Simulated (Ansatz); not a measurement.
# Is the response still linear at 0.25 V/Å? 1T-ZrSe2 4 layers, AA

The dipole of a slab grows in proportion to a weak field along its normal. Does the weak-field slope carry to a strong field?

Set-up. Ansatz 0.2.0, plane waves with PAW datasets (its set soft_2), PBE-D3(BJ); atoms held at their relaxed places, 18 Å of vacuum, dipole correction, cell area 12.11 Å², 12×12 k-points, smearing 0.02585 eV. Without field the slab has a gap of 0.19 eV.

```
  run  field (V/Å)  dipole (e·Å)
run 1        −0.03      −0.04383
run 2         0.00       0.00001
run 3         0.03       0.04383
run 4         0.25             ?
```

**Question.** What value belongs in the row marked “?”, and how far can the other rows tell?

A least-squares line through the 3 rows shown has slope 1.461000 and intercept 0.000003; no row lies more than 0.00001 e·Å off it. A perfect conductor with that slope would be 180.95 × 1.46100 / 12.11 = 21.83 Å thick. At 0.25 it gives 1.461000 × 0.25 + 0.000003 = 0.36525 e·Å, beyond the rows fitted. Rounding and scatter of the rows alone allow about ±0.00006 e·Å there.

The run itself gives 0.37530 e·Å: a miss of +0.01005 e·Å. That is 2.8 % of the induced dipole, a small departure from the straight line; meanwhile the gap has gone from 0.19 eV to 0.05 eV.

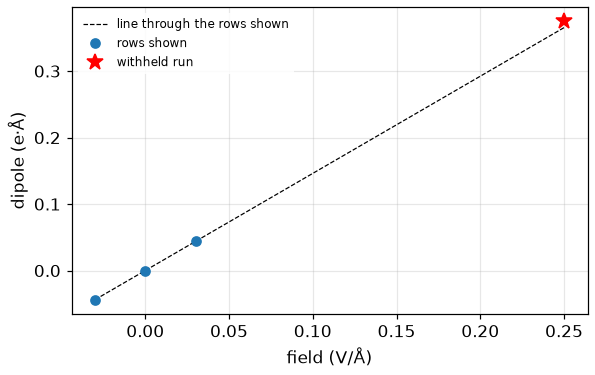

The fit and the withheld run.

**Limits.** Ions are held, so this is the electronic response. Of the series that stay linear within 1 %, this collection keeps about one in seven, and it keeps all that bend. With a small gap or none the response hangs on mesh and smearing, which were not varied here.

[Logs are printed without paths, hosts, clocks, repeated set-up lines and the standing remarks that a program may print on its own settings, such as how far it seeks lower states.]
